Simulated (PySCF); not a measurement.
# C5H3F3: NMR shifts at several levels of theory, part 2 of 2

PySCF 2.14.0. Atoms count from 0.

## 8. NMR shieldings: PBE0/cc-pVTZ

Job settings and geometry (Å):

```
{"job": {"kind": "nmr", "xc": "PBE0", "basis": "cc-pVTZ", "pop": true}, "charge": 0, "multiplicity": 1}
C      3.068622     0.202210     0.173204
C      1.893498     0.141636     0.462743
C      0.513192     0.068317     0.805567
F      0.270697     0.154996     2.115815
C     -0.491790    -0.071138    -0.067229
C     -1.921474    -0.140607     0.338038
F     -2.472505    -1.289784    -0.119694
F     -2.607339     0.881479    -0.226135
H      4.110882     0.256758    -0.085226
H     -0.267193    -0.133833    -1.133376
H     -2.058759    -0.095606     1.429994
```

With the program's defaults for keys left out, this is: GIAO PBE0/cc-pVTZ NMR shielding, non-relativistic, gas phase.

The program printed:

```text
coarse grid: 10552 points
cycle   1  E = -491.3158480028  dE =  1.255e+00  |g| = 8.363e-01  |ddm| = 7.021e+00
cycle   2  E = -491.2099302496  dE =  1.059e-01  |g| = 1.204e+00  |ddm| = 2.388e+00
cycle   3  E = -491.4280152831  dE = -2.181e-01  |g| = 1.255e-01  |ddm| = 1.398e+00
cycle   4  E = -491.4295427204  dE = -1.527e-03  |g| = 9.602e-02  |ddm| = 2.669e-01
cycle   5  E = -491.4317401935  dE = -2.197e-03  |g| = 2.160e-02  |ddm| = 1.292e-01
cycle   6  E = -491.4318400920  dE = -9.990e-05  |g| = 4.332e-03  |ddm| = 3.306e-02
cycle   7  E = -491.4318433933  dE = -3.301e-06  |g| = 1.813e-03  |ddm| = 8.417e-03
final grid: 106968 points
cycle   8  E = -491.4280922633  dE = -7.601e-05  |g| = 8.139e-03  |ddm| = 1.832e-01
cycle   9  E = -491.4280751972  dE =  1.707e-05  |g| = 1.265e-02  |ddm| = 2.800e-02
cycle  10  E = -491.4281047272  dE = -2.953e-05  |g| = 1.292e-03  |ddm| = 1.699e-02
cycle  11  E = -491.4281050627  dE = -3.354e-07  |g| = 5.336e-04  |ddm| = 2.962e-03
cycle  12  E = -491.4281051216  dE = -5.891e-08  |g| = 1.914e-04  |ddm| = 9.648e-04
cycle  13  E = -491.4281051284  dE = -6.843e-09  |g| = 8.830e-05  |ddm| = 3.350e-04
cycle  14  E = -491.4281051302  dE = -1.794e-09  |g| = 1.713e-05  |ddm| = 1.207e-04
cycle  15  E = -491.4281051303  dE = -6.310e-11  |g| = 2.024e-06  |ddm| = 2.510e-05
converged SCF energy = -491.4281051303

GIAO shielding tensors (ppm)
atom      isotropic    diamagn.    paramagn.     s11        s22        s33       span
  0 C       98.213     261.312    -163.099     39.121     46.178    209.340    170.219
  1 C      110.372     259.373    -149.001     15.695     17.004    298.416    282.721
  2 C       35.922     247.847    -211.925    -52.180     72.101     87.845    140.025
  3 F      283.934     469.170    -185.236    191.477    278.406    381.917    190.439
  4 C       68.896     259.098    -190.202    -33.630     96.761    143.557    177.186
  5 C       75.316     237.225    -161.909     54.952     72.320     98.676     43.724
  6 F      308.189     467.046    -158.858    202.173    335.893    386.500    184.326
  7 F      306.854     467.328    -160.474    200.038    334.497    386.027    185.989
  8 H       28.189      30.251      -2.062     24.408     24.578     35.581     11.173
  9 H       25.657      32.341      -6.684     23.223     24.309     29.440      6.217
 10 H       24.705      28.604      -3.899     22.829     23.986     27.299      4.469
```

Wall time 41 s (1 thread of Arm Neoverse V1, shared host); peak memory 1.1 GiB.

Key values: δ C2 151.4, C4 118.4, C5 112.0, C0 89.1, H10 6.59, H9 5.63 ppm.

## 9. NMR shieldings: PBE0/aug-cc-pVDZ

Settings changed since step 8:

```diff
@@ -1,2 +1,2 @@
-{"job": {"kind": "nmr", "xc": "PBE0", "basis": "cc-pVTZ", "pop": true}, "charge": 0, "multiplicity": 1}
+{"job": {"kind": "nmr", "xc": "PBE0", "basis": "aug-cc-pVDZ", "pop": true}, "charge": 0, "multiplicity": 1}
 C      3.068622     0.202210     0.173204
```

With the program's defaults for keys left out, this is: GIAO PBE0/aug-cc-pVDZ NMR shielding, non-relativistic, gas phase.

The program printed:

```text
coarse grid: 10552 points
cycle   1  E = -491.1989900859  dE =  1.288e+00  |g| = 7.496e-01  |ddm| = 1.400e+01
cycle   2  E = -491.1069504895  dE =  9.204e-02  |g| = 1.072e+00  |ddm| = 3.282e+00
cycle   3  E = -491.2991101107  dE = -1.922e-01  |g| = 1.181e-01  |ddm| = 1.948e+00
cycle   4  E = -491.3009466368  dE = -1.837e-03  |g| = 8.072e-02  |ddm| = 3.497e-01
cycle   5  E = -491.3025337154  dE = -1.587e-03  |g| = 1.867e-02  |ddm| = 1.989e-01
cycle   6  E = -491.3026146819  dE = -8.097e-05  |g| = 3.518e-03  |ddm| = 6.644e-02
cycle   7  E = -491.3026172314  dE = -2.550e-06  |g| = 1.247e-03  |ddm| = 1.400e-02
final grid: 106968 points
cycle   8  E = -491.3116351663  dE = -3.795e-05  |g| = 7.735e-03  |ddm| = 2.746e-01
cycle   9  E = -491.3116211568  dE =  1.401e-05  |g| = 1.180e-02  |ddm| = 5.435e-02
cycle  10  E = -491.3116475100  dE = -2.635e-05  |g| = 1.274e-03  |ddm| = 2.247e-02
cycle  11  E = -491.3116478766  dE = -3.667e-07  |g| = 5.002e-04  |ddm| = 5.577e-03
cycle  12  E = -491.3116479334  dE = -5.679e-08  |g| = 1.869e-04  |ddm| = 1.364e-03
cycle  13  E = -491.3116479405  dE = -7.118e-09  |g| = 8.526e-05  |ddm| = 4.617e-04
cycle  14  E = -491.3116479423  dE = -1.710e-09  |g| = 1.214e-05  |ddm| = 2.059e-04
cycle  15  E = -491.3116479423  dE = -3.240e-11  |g| = 2.105e-06  |ddm| = 3.256e-05
converged SCF energy = -491.3116479423

GIAO shielding tensors (ppm)
atom      isotropic    diamagn.    paramagn.     s11        s22        s33       span
  0 C      112.692     234.625    -121.933     57.573     66.963    213.540    155.967
  1 C      123.844     288.635    -164.791     34.955     38.295    298.283    263.328
  2 C       51.595     237.028    -185.433    -30.282     84.510    100.557    130.839
  3 F      297.456     478.017    -180.561    213.032    288.484    390.852    177.820
  4 C       80.311     211.790    -131.478    -15.496    105.099    151.331    166.827
  5 C       88.222     236.818    -148.596     67.891     86.150    110.624     42.734
  6 F      316.476     474.496    -158.020    215.043    342.887    391.498    176.455
  7 F      315.326     474.062    -158.735    213.385    341.767    390.828    177.443
  8 H       28.196      32.812      -4.616     24.467     24.622     35.498     11.031
  9 H       25.710      28.939      -3.229     23.323     24.313     29.495      6.173
 10 H       24.640      35.520     -10.880     22.813     23.822     27.287      4.474
```

Run time: 28 s. Hardware: 1 thread of Arm Neoverse V1, shared host; peak memory 0.96 GiB.

In short: δ C2 143.5, C4 114.8, C5 106.9, C0 82.4, H10 6.75, H9 5.68 ppm.

## 10. NMR shieldings: PBE0/IGLO-III

Settings changed since step 9:

```diff
@@ -1,2 +1,2 @@
-{"job": {"kind": "nmr", "xc": "PBE0", "basis": "aug-cc-pVDZ", "pop": true}, "charge": 0, "multiplicity": 1}
+{"job": {"kind": "nmr", "xc": "PBE0", "basis": "IGLO-III", "pop": true}, "charge": 0, "multiplicity": 1}
 C      3.068622     0.202210     0.173204
```

Level: GIAO PBE0/IGLO-III NMR shielding, non-relativistic, gas phase.

The program printed:

```text
coarse grid: 10552 points
cycle   1  E = -491.3330584607  dE =  1.267e+00  |g| = 8.409e-01  |ddm| = 2.480e+00
cycle   2  E = -491.2203778382  dE =  1.127e-01  |g| = 1.224e+00  |ddm| = 7.837e-01
cycle   3  E = -491.4456761047  dE = -2.253e-01  |g| = 1.286e-01  |ddm| = 4.553e-01
cycle   4  E = -491.4470606573  dE = -1.385e-03  |g| = 1.008e-01  |ddm| = 9.354e-02
cycle   5  E = -491.4494641642  dE = -2.404e-03  |g| = 2.353e-02  |ddm| = 4.416e-02
cycle   6  E = -491.4495824491  dE = -1.183e-04  |g| = 4.388e-03  |ddm| = 1.171e-02
cycle   7  E = -491.4495858677  dE = -3.419e-06  |g| = 1.780e-03  |ddm| = 2.783e-03
final grid: 106968 points
cycle   8  E = -491.4580700967  dE = -1.109e-04  |g| = 7.587e-03  |ddm| = 8.749e-02
cycle   9  E = -491.4580559200  dE =  1.418e-05  |g| = 1.155e-02  |ddm| = 8.325e-03
cycle  10  E = -491.4580808956  dE = -2.498e-05  |g| = 1.330e-03  |ddm| = 5.044e-03
cycle  11  E = -491.4580812362  dE = -3.406e-07  |g| = 5.612e-04  |ddm| = 9.724e-04
cycle  12  E = -491.4580812985  dE = -6.224e-08  |g| = 2.426e-04  |ddm| = 3.536e-04
cycle  13  E = -491.4580813101  dE = -1.163e-08  |g| = 8.370e-05  |ddm| = 1.302e-04
cycle  14  E = -491.4580813117  dE = -1.574e-09  |g| = 1.980e-05  |ddm| = 3.935e-05
cycle  15  E = -491.4580813118  dE = -8.583e-11  |g| = 2.064e-06  |ddm| = 9.816e-06
converged SCF energy = -491.4580813118

GIAO shielding tensors (ppm)
atom      isotropic    diamagn.    paramagn.     s11        s22        s33       span
  0 C       92.006     268.047    -176.040     30.656     38.345    207.018    176.362
  1 C      105.000     258.150    -153.150      7.046      8.422    299.532    292.486
  2 C       28.297     250.973    -222.676    -62.244     65.947     81.187    143.430
  3 F      280.758     469.431    -188.673    192.802    269.864    379.609    186.807
  4 C       60.868     258.403    -197.535    -44.768     88.857    138.514    183.282
  5 C       69.563     245.641    -176.078     49.117     66.543     93.030     43.912
  6 F      303.779     461.204    -157.425    194.526    332.161    384.649    190.122
  7 F      302.572     461.492    -158.920    192.607    331.039    384.070    191.462
  8 H       28.177      30.060      -1.883     24.353     24.563     35.616     11.262
  9 H       25.724      32.560      -6.836     23.341     24.270     29.560      6.219
 10 H       24.663      27.340      -2.676     22.877     23.786     27.327      4.450
```

Run time: 46 s. Hardware: 1 thread of Arm Neoverse V1, shared host; peak memory 1.2 GiB.

Key values: δ C2 155.5, C4 122.9, C5 114.2, C0 91.8, H10 6.71, H9 5.65 ppm.

## 11. Nuclear shieldings: PBE0/pcSseg-0

Settings changed since step 10:

```diff
@@ -1,2 +1,2 @@
-{"job": {"kind": "nmr", "xc": "PBE0", "basis": "IGLO-III", "pop": true}, "charge": 0, "multiplicity": 1}
+{"job": {"kind": "nmr", "xc": "PBE0", "basis": "pcSseg-0", "pop": true}, "charge": 0, "multiplicity": 1}
 C      3.068622     0.202210     0.173204
```

Level: GIAO PBE0/pcSseg-0 NMR shielding, non-relativistic, gas phase.

The program printed:

```text
coarse grid: 10552 points
cycle   1  E = -490.1015590432  dE =  1.241e+00  |g| = 7.468e-01  |ddm| = 3.757e+00
cycle   2  E = -490.0112644189  dE =  9.029e-02  |g| = 1.090e+00  |ddm| = 1.678e+00
cycle   3  E = -490.2127666407  dE = -2.015e-01  |g| = 8.968e-02  |ddm| = 9.179e-01
cycle   4  E = -490.2135146198  dE = -7.480e-04  |g| = 7.322e-02  |ddm| = 1.386e-01
cycle   5  E = -490.2148389047  dE = -1.324e-03  |g| = 1.176e-02  |ddm| = 6.297e-02
cycle   6  E = -490.2148716546  dE = -3.275e-05  |g| = 1.400e-03  |ddm| = 1.346e-02
cycle   7  E = -490.2148719875  dE = -3.330e-07  |g| = 9.404e-04  |ddm| = 2.443e-03
final grid: 106968 points
cycle   8  E = -490.1268007244  dE = -2.015e-05  |g| = 3.463e-03  |ddm| = 2.369e-02
cycle   9  E = -490.1268016516  dE = -9.272e-07  |g| = 2.859e-03  |ddm| = 6.133e-03
cycle  10  E = -490.1268031907  dE = -1.539e-06  |g| = 9.282e-04  |ddm| = 3.273e-03
cycle  11  E = -490.1268033616  dE = -1.708e-07  |g| = 1.415e-04  |ddm| = 1.009e-03
cycle  12  E = -490.1268033644  dE = -2.788e-09  |g| = 9.550e-05  |ddm| = 1.944e-04
cycle  13  E = -490.1268033663  dE = -1.895e-09  |g| = 2.955e-05  |ddm| = 9.199e-05
cycle  14  E = -490.1268033665  dE = -2.136e-10  |g| = 3.858e-06  |ddm| = 2.920e-05
converged SCF energy = -490.1268033665

GIAO shielding tensors (ppm)
atom      isotropic    diamagn.    paramagn.     s11        s22        s33       span
  0 C       93.903     268.878    -174.975     31.814     40.587    209.309    177.495
  1 C      110.051     279.586    -169.535     14.025     16.554    299.574    285.549
  2 C       31.234     249.254    -218.020    -64.490     67.029     91.164    155.654
  3 F      281.861     465.967    -184.106    163.109    257.272    425.202    262.093
  4 C       64.438     259.781    -195.343    -44.085     91.375    146.025    190.109
  5 C       70.780     243.804    -173.024     45.127     68.502     98.712     53.585
  6 F      319.408     471.004    -151.597    221.775    314.427    422.021    200.246
  7 F      318.647     471.150    -152.502    219.934    313.549    422.459    202.525
  8 H       29.215      28.286       0.930     25.739     25.924     35.983     10.244
  9 H       27.096      30.492      -3.396     25.632     25.707     29.948      4.316
 10 H       25.635      26.591      -0.957     23.150     24.840     28.913      5.763
```

Wall time 6.2 s (1 thread of Arm Neoverse V1, shared host); peak memory 0.48 GiB.

This run: δ C2 162.3, C4 129.1, C5 122.7, C0 99.6, H10 7.20, H9 5.74 ppm.

## 12. NMR shieldings: PBE0/pcSseg-2

Settings changed since step 11:

```diff
@@ -1,2 +1,2 @@
-{"job": {"kind": "nmr", "xc": "PBE0", "basis": "pcSseg-0", "pop": true}, "charge": 0, "multiplicity": 1}
+{"job": {"kind": "nmr", "xc": "PBE0", "basis": "pcSseg-2", "pop": true}, "charge": 0, "multiplicity": 1}
 C      3.068622     0.202210     0.173204
```

Method: GIAO PBE0/pcSseg-2 NMR shielding, non-relativistic, gas phase.

The program printed:

```text
coarse grid: 10552 points
cycle   1  E = -491.3311552172  dE =  1.255e+00  |g| = 8.434e-01  |ddm| = 2.703e+00
cycle   2  E = -491.2226931210  dE =  1.085e-01  |g| = 1.206e+00  |ddm| = 9.855e-01
cycle   3  E = -491.4443246574  dE = -2.216e-01  |g| = 1.310e-01  |ddm| = 6.136e-01
cycle   4  E = -491.4461336022  dE = -1.809e-03  |g| = 9.443e-02  |ddm| = 1.574e-01
cycle   5  E = -491.4482566738  dE = -2.123e-03  |g| = 2.242e-02  |ddm| = 7.857e-02
cycle   6  E = -491.4483655461  dE = -1.089e-04  |g| = 4.502e-03  |ddm| = 2.014e-02
cycle   7  E = -491.4483692663  dE = -3.720e-06  |g| = 1.754e-03  |ddm| = 4.549e-03
final grid: 106968 points
cycle   8  E = -491.4486261699  dE = -1.024e-04  |g| = 7.068e-03  |ddm| = 7.214e-02
cycle   9  E = -491.4486133138  dE =  1.286e-05  |g| = 1.093e-02  |ddm| = 1.351e-02
cycle  10  E = -491.4486364484  dE = -2.313e-05  |g| = 1.240e-03  |ddm| = 8.092e-03
cycle  11  E = -491.4486367556  dE = -3.072e-07  |g| = 5.172e-04  |ddm| = 1.880e-03
cycle  12  E = -491.4486368092  dE = -5.361e-08  |g| = 2.287e-04  |ddm| = 5.530e-04
cycle  13  E = -491.4486368197  dE = -1.047e-08  |g| = 8.325e-05  |ddm| = 2.178e-04
cycle  14  E = -491.4486368212  dE = -1.537e-09  |g| = 2.067e-05  |ddm| = 6.811e-05
cycle  15  E = -491.4486368213  dE = -8.913e-11  |g| = 1.730e-06  |ddm| = 1.730e-05
converged SCF energy = -491.4486368213

GIAO shielding tensors (ppm)
atom      isotropic    diamagn.    paramagn.     s11        s22        s33       span
  0 C       91.063     263.949    -172.886     29.393     36.969    206.827    177.434
  1 C      104.338     261.728    -157.390      5.903      7.551    299.560    293.657
  2 C       27.247     252.068    -224.821    -64.363     64.915     81.188    145.550
  3 F      281.094     465.693    -184.599    191.757    270.354    381.170    189.413
  4 C       60.432     260.890    -200.458    -46.085     88.514    138.868    184.953
  5 C       68.746     235.094    -166.348     48.115     65.712     92.410     44.296
  6 F      304.174     465.905    -161.730    195.923    331.641    384.959    189.036
  7 F      302.905     466.224    -163.319    193.942    330.437    384.337    190.395
  8 H       28.106      31.219      -3.113     24.301     24.486     35.531     11.230
  9 H       25.559      33.149      -7.590     23.186     24.107     29.383      6.197
 10 H       24.615      27.674      -3.058     22.782     23.791     27.273      4.490
```

It took 56 s on 1 thread of Arm Neoverse V1, shared host; peak memory 1.3 GiB.

Key values: δ C2 156.9, C4 123.7, C5 115.4, C0 93.1, H10 6.63, H9 5.69 ppm.

## 13. Comparing the runs: NMR shifts

Shifts (ppm) of some atoms, chosen among heavy atoms and hydrogens apart, means over like atoms, with basis size and wall time:

| run | C2 | C4 | C0 | H10 | H8 | F3 | F6 | functions | time |
| --- | --- | --- | --- | --- | --- | --- | --- | --- | --- |
| PBE0/6-31G* | 139.8 | 112.1 | 81.2 | 6.52 | 3.00 | -101.3 | -124.9 | 118 | 11 s |
| PBE0/6-311+G(2d,p) | 150.6 | 118.8 | 89.6 | 6.67 | 3.14 | -108.7 | -130.4 | 234 | 29 s |
| PBE0/def2-SVP | 144.9 | 115.2 | 85.2 | 6.32 | 3.00 | -85.7 | -111.2 | 127 | 11 s |
| PBE0/def2-TZVP | 152.7 | 119.6 | 89.2 | 6.63 | 3.16 | -102.9 | -126.9 | 266 | 37 s |
| PBE0/cc-pVDZ | 144.6 | 116.8 | 85.2 | 6.32 | 3.05 | -96.4 | -120.3 | 127 | 12 s |
| PBE0/cc-pVTZ | 151.4 | 118.4 | 89.1 | 6.59 | 3.10 | -101.3 | -124.9 | 282 | 41 s |
| PBE0/aug-cc-pVDZ | 143.5 | 114.8 | 82.4 | 6.75 | 3.20 | -103.3 | -121.8 | 211 | 28 s |
| PBE0/IGLO-III | 155.5 | 122.9 | 91.8 | 6.71 | 3.20 | -106.1 | -128.5 | 310 | 46 s |
| PBE0/pcSseg-0 | 162.3 | 129.1 | 99.6 | 7.20 | 3.62 | -103.5 | -140.7 | 78 | 6.2 s |
| PBE0/pcSseg-2 | 156.9 | 123.7 | 93.1 | 6.63 | 3.14 | -105.3 | -127.7 | 330 | 56 s |

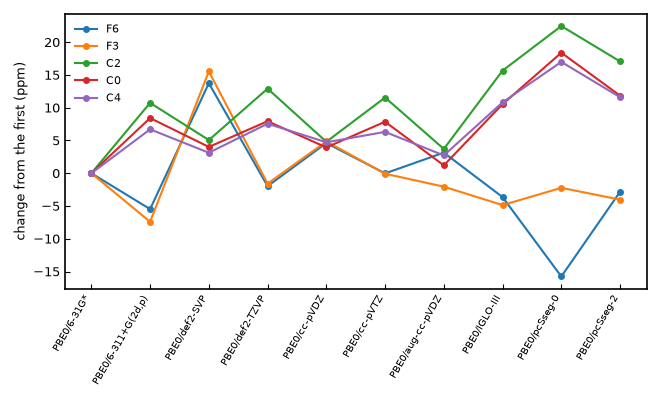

How five of the tabulated atoms move from run to run.

## 14. Outcome

The summary covers parts 1 to 2.

```
                                                               quantity                                value
                                                            point group                                   Cs
                                   rotational constants (main isotopes)                 4.51, 0.99, 0.95 GHz
                                   ¹³C shifts against TMS (PBE0/6-31G*)  139.8, 112.1, 106.6, 81.2, 68.5 ppm
                                    ¹H shifts against TMS (PBE0/6-31G*)                 6.52, 5.26, 3.00 ppm
¹⁹F shifts against CFCl3 (PBE0/6-31G*, means over atoms taken as alike)                   -101.3, -124.9 ppm
                         range of the shift of F6 (with its like atoms)                 -140.7 to -111.2 ppm
```

In words: Single values in the summary come from the first sound run of each kind (PBE0/6-31G*), which need not be the best level. The start of the PBE0/def2-SVP relaxation was shaken at random by about 0.01 Å, so part of the energy gained, and of the first lengths quoted, undoes that. Over 8 steps the energy fell by 0.118 eV; of the close pairs, C0–H8 changed most, 1.026 to 1.075 Å. No frequency check was run at this level, so the end point may be a saddle. At PBE0/6-31G*: The widest tensor belongs to C1: span 257 ppm, with a paramagnetic part of -122 ppm. In ppm, F6 (with its like atoms) moves most: its shift spreads over 29.5 ppm, from -140.7 (PBE0/pcSseg-0) to -111.2 (PBE0/def2-SVP). Most of that comes from the computed reference, not from the atom's own shielding.
